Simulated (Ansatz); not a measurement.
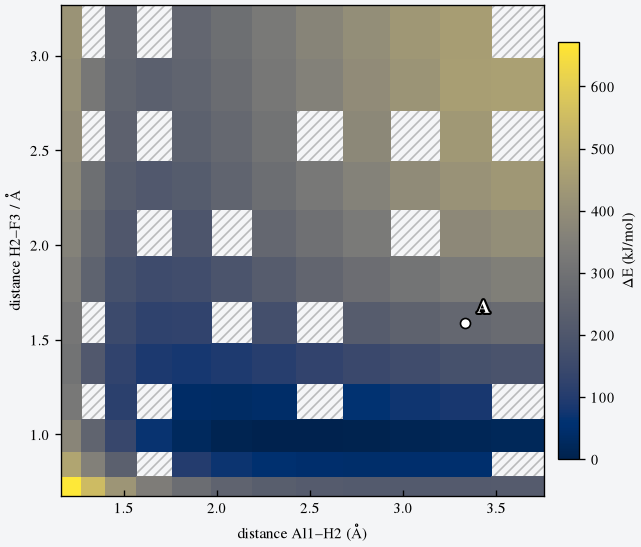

The system Al + HF, spin multiplicity 2. First axis: distance Al1–H2. Second axis: distance H2–F3. Nothing is relaxed (the angle Al1–H2–F3 is fixed at 160 degrees). The grid has 12 × 12 points. At 20 points there is no value. Energies: kJ/mol, counted from the lowest grid point. Energies and slopes of some neighbouring points disagree (a jump in structure or state, or too coarse a mesh). The calculation used UKS PBE-D4/def2-SVPD (Ansatz).

In the figure: one coloured cell a grid point, hatched blanks where no value was computed, the point A.

Is A at rest? If not, where is it pushed?

A, at distance Al1–H2 = 3.336 Å, distance H2–F3 = 1.589 Å, is not a stationary point. The computed force is 59 kJ/mol for each Å towards smaller values of distance Al1–H2 and 340 kJ/mol for each Å towards smaller values of distance H2–F3.
